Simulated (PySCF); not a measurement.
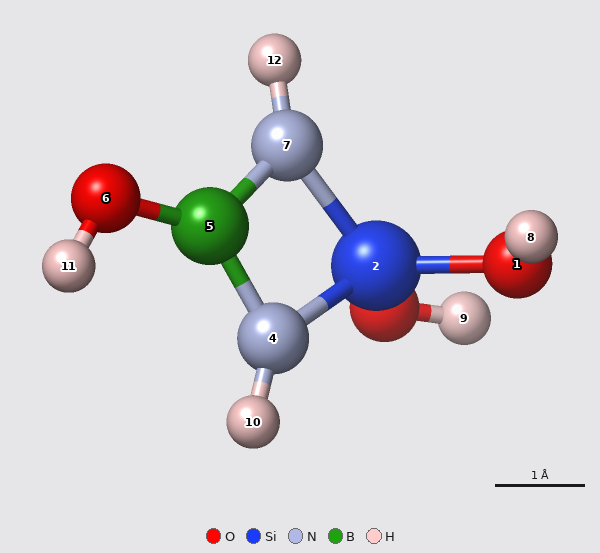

*The structure as given in the input (ball-and-stick view, seen at a tilt; atoms are numbered from 1 in the order of the input).*

Bond lengths as drawn: B–N 1.45 Å, B–O 1.36 Å, H–N 1.01 Å, H–O 0.96 Å, N–Si 1.73 Å and O–Si 1.65 to 1.66 Å.

**Run report: BSiN$_{2}$H$_{5}$O$_{3}$, NMR shielding calculation**

BSiN$_{2}$H$_{5}$O$_{3}$, SMILES OB1N[Si](O)(O)N1, computed with GIAO PBE0/pcSseg-1 NMR shielding, non-relativistic, gas phase (PySCF 2.14.0).

The geometry comes from this level: PBE0-D3(BJ)/def2-SVP. Figures and captions count atoms from 1; the log counts them from 0 in places.

Log
```
coarse grid: 11192 points
cycle   1  E = -651.9281639826  dE =  1.259e+00  |g| = 1.174e+00  |ddm| = 3.302e+00
cycle   2  E = -651.7313798147  dE =  1.968e-01  |g| = 1.585e+00  |ddm| = 1.945e+00
cycle   3  E = -652.1722625500  dE = -4.409e-01  |g| = 1.280e-01  |ddm| = 1.263e+00
cycle   4  E = -652.1750358730  dE = -2.773e-03  |g| = 5.112e-02  |ddm| = 1.100e-01
cycle   5  E = -652.1755407220  dE = -5.048e-04  |g| = 8.101e-03  |ddm| = 3.279e-02
cycle   6  E = -652.1755529067  dE = -1.218e-05  |g| = 2.654e-03  |ddm| = 7.654e-03
cycle   7  E = -652.1755541128  dE = -1.206e-06  |g| = 8.753e-04  |ddm| = 2.213e-03
final grid: 105608 points
cycle   8  E = -652.2369017770  dE = -2.413e-05  |g| = 1.111e-02  |ddm| = 1.747e-02
cycle   9  E = -652.2368704174  dE =  3.136e-05  |g| = 1.705e-02  |ddm| = 1.780e-02
cycle  10  E = -652.2369246072  dE = -5.419e-05  |g| = 5.556e-04  |ddm| = 1.112e-02
cycle  11  E = -652.2369246493  dE = -4.207e-08  |g| = 2.700e-04  |ddm| = 5.185e-04
cycle  12  E = -652.2369246620  dE = -1.275e-08  |g| = 5.282e-05  |ddm| = 1.760e-04
cycle  13  E = -652.2369246624  dE = -4.236e-10  |g| = 1.978e-05  |ddm| = 4.281e-05
```

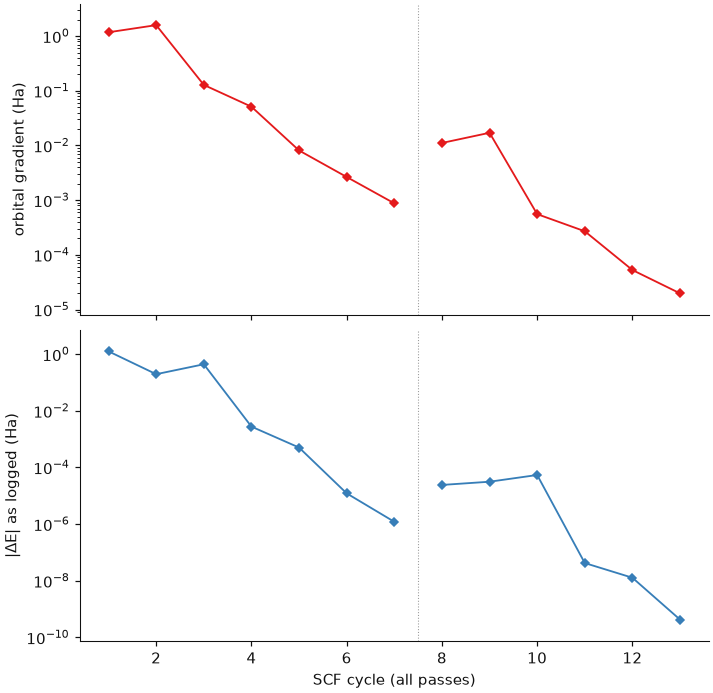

*Convergence of the self-consistent field: orbital gradient and size of the energy change against the SCF cycle. The dotted line marks the change from a coarse to the final integration grid.*

The first 7 cycles use a coarse grid, the final grid takes over at cycle 8, and the field converges after 13 cycles in all.

```
converged SCF energy = -652.2369246624

GIAO shielding tensors (ppm)
atom      isotropic    diamagn.    paramagn.     s11        s22        s33       span
  0 O      280.417     390.532    -110.115    240.549    276.126    324.577     84.028
  1 Si     409.251     880.605    -471.354    386.908    399.291    441.553     54.644
  2 O      291.682     386.139     -94.457    248.613    296.597    329.837     81.225
  3 N      207.585     328.851    -121.266    191.275    194.380    237.100     45.826
  4 B       77.618     199.284    -121.666     56.964     79.880     96.011     39.047
  5 O      246.213     384.351    -138.138    169.452    267.955    301.231    131.779
  6 N      206.754     326.555    -119.801    186.899    197.766    235.596     48.697
  7 H       29.692      32.080      -2.388     21.607     24.613     42.855     21.248
  8 H       29.455      29.122       0.333     20.749     25.089     42.526     21.778
  9 H       30.191      33.863      -3.672     24.108     25.482     40.983     16.874
 10 H       28.235      30.602      -2.367     21.355     24.557     38.792     17.437
 11 H       29.813      32.942      -3.129     23.571     25.087     40.782     17.211
```

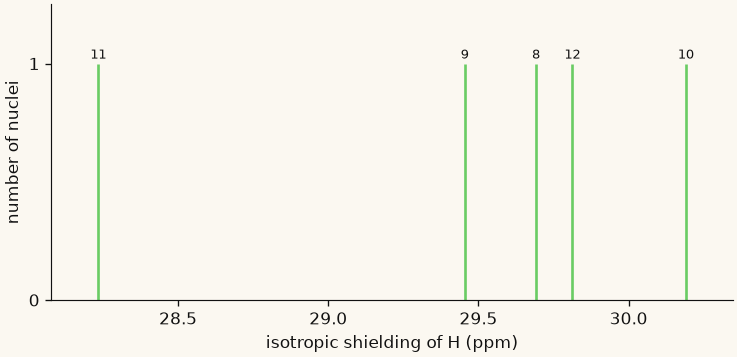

*Isotropic shieldings of the hydrogen nuclei in this fixed geometry, labelled by atom number; shielding grows to the right, so chemical shift grows to the left.*

The least shielded is H11 (28.2 ppm), the most shielded H10 (30.2 ppm).

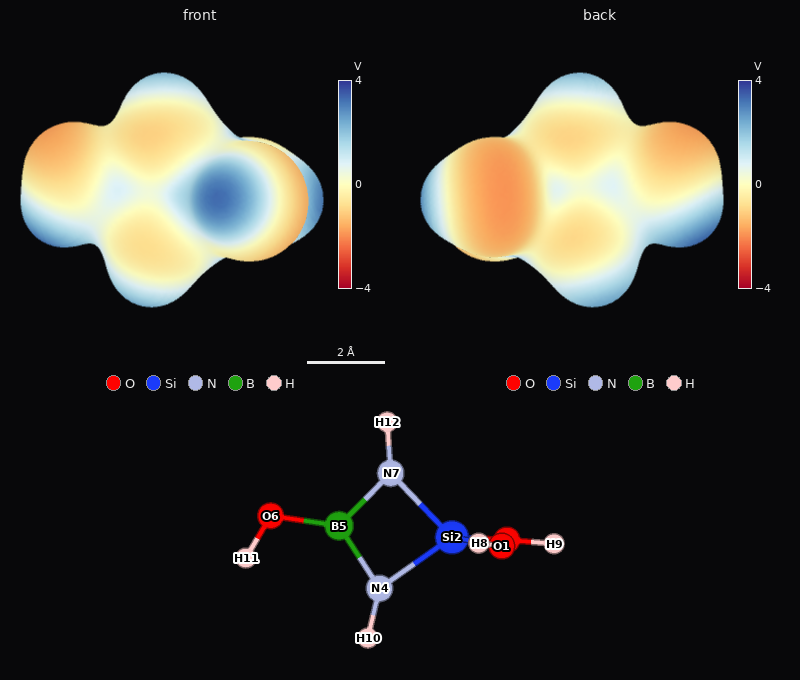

*The electrostatic potential painted on the density surface at 0.004 e/bohr³, seen face on and from behind; the colour scale runs from red (negative) to blue (positive). The bare structure is drawn below in the same view.*

Its dipole moment is 1.93 D.

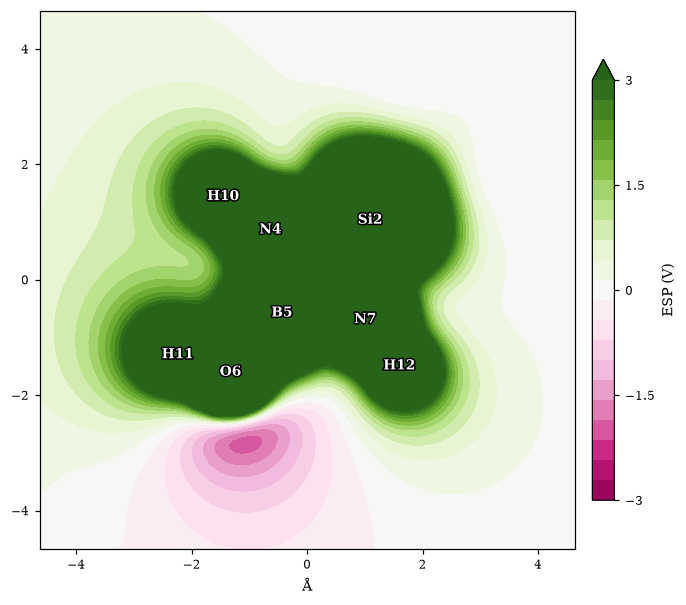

*Molecular electrostatic potential on the plane of atoms B5, O6 and H11.*

The section cuts through Si, N, B, O and H sites.

The run was set up as follows.

Input file
```
{"job": {"kind": "nmr", "xc": "PBE0", "basis": "pcSseg-1"}, "charge": 0, "multiplicity": 1}
O     -0.165871     2.231654     0.713198
Si     0.305064     0.869061    -0.105593
O      1.432754     1.440504    -1.163256
N      0.725529    -0.546954     0.802048
B     -0.328068    -1.250369     0.090831
O     -0.716345    -2.553361     0.129181
N     -0.911600    -0.197255    -0.713186
H     -0.870726     2.103740     1.354380
H      1.561074     2.392693    -1.127927
H      1.451799    -0.852187     1.427333
H     -0.181528    -3.081182     0.727385
H     -1.602729    -0.241565    -1.442518
```

The first line tells a small driver script what to run in PySCF; the rest is the geometry in Å.

Launched with:
```bash
OMP_NUM_THREADS=1 python <driver script> task.json out
```

Results in brief

```json
{"quantity": "outcome", "value": "converged"}
{"quantity": "total energy", "value": "−652.236925 hartree"}
{"quantity": "HOMO", "value": "−6.79 eV"}
{"quantity": "LUMO", "value": "0.77 eV"}
{"quantity": "dipole moment", "value": "1.93 D"}
{"quantity": "isotropic shielding, O", "value": "246.2 to 291.7 ppm"}
{"quantity": "isotropic shielding, Si", "value": "409.3 ppm"}
{"quantity": "isotropic shielding, N", "value": "206.8 to 207.6 ppm"}
{"quantity": "isotropic shielding, B", "value": "77.6 ppm"}
{"quantity": "isotropic shielding, H", "value": "28.2 to 30.2 ppm"}
{"quantity": "hardware", "value": "1 CPU thread, shared host"}
{"quantity": "wall time", "value": "19 s"}
{"quantity": "peak memory", "value": "0.84 GiB"}
```
